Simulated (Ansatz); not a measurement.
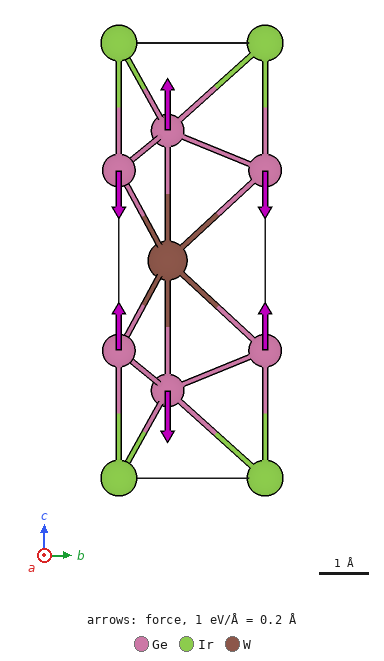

Starting geometry of solid Ge4IrW (a generated structure, set up in P-6m2) (coarse preliminary run) with the computed forces as purple arrows. The picture is a ball-and-stick view of the cell of the calculation, seen along the a axis.

Theory: Ansatz, DFT PBE, scalar-relativistic, plane waves, PAW.

Input file:
```yaml
crystal:
  lattice:
    - [3.50078793, 0.0, 0.0]
    - [-1.75039397, 3.03177128, 0.0]
    - [0.0, 0.0, 9.01869244]
  atoms:
    - { symbol: Ge, position: [0.0, 0.0, 0.70716912] }
    - { symbol: Ge, position: [0.66666667, 0.33333333, 0.79860198] }
    - { symbol: Ge, position: [0.66666667, 0.33333333, 0.20139802] }
    - { symbol: Ge, position: [0.0, 0.0, 0.29283088] }
    - { symbol: Ir, position: [0.0, 0.0, 0.0] }
    - { symbol: W, position: [0.66666667, 0.33333333, 0.5] }
basis:
  ecutwfc: 420
kpoints:
  mp_grid: { grid: [6, 6, 2] }
hamiltonian:
  xc: pbe
scf:
  occupations: { method: gaussian, width: 0.1 }
  lower_state_search: "off"
output:
  forces: true
  stress: true
  eigenvalues: true
relax:
  adjacent_minimum: "off"
  f_tol: 0.04
  max_steps: 70
  cell: { stress_tol: 0.4 }
```

Launched with:
```bash
ansatz run input.yaml --threads 1 --pin off --max-ram 2560MiB --backend cpu --events-out ev --progress --plain --runs-dir out
```

Is this structure relaxed? If not, where do the atoms go?

Answer. It isn't relaxed: the largest force vector, on Ge atoms, is 5.53 eV/Å. The atoms end up moving mostly along the starting forces (cosine between the two patterns 1.00). Over 6 accepted moves (8 points after the start) the energy falls by 5.544 eV per cell of the calculation. Largest force component: 5.5 eV/Å at the start, 0.0036 eV/Å at the end. The pressure goes from 25.15 to 0.06 GPa. At 2 points the geometry stayed and the basis and grid were re-selected for the new cell (energy shift of 24.5 meV per cell of the calculation at most each time). The largest moves relative to the cell, 0.37 Å, are those of Ge2 and Ge3. Ge3 goes along −c. W and Ir stay in place. The volume changes by +13.6 %, with a = b 3.501 → 3.889 Å (+11.1 %), c 9.019 → 8.304 Å (−7.9 %). Near-neighbour distances that change, for instance: Ge2–Ge3 3.633 → 2.608 Å, Ge1–Ge4 3.737 → 2.731 Å, Ge1–Ge2 2.183 → 2.690 Å, Ge2–W6 2.693 → 2.848 Å. The space group stays P-6m2 (No. 187). The run took 75 s on 1 thread of Intel(R) Xeon(R) Processor @ 2.70GHz (shared host), peak memory 0.43 GiB.
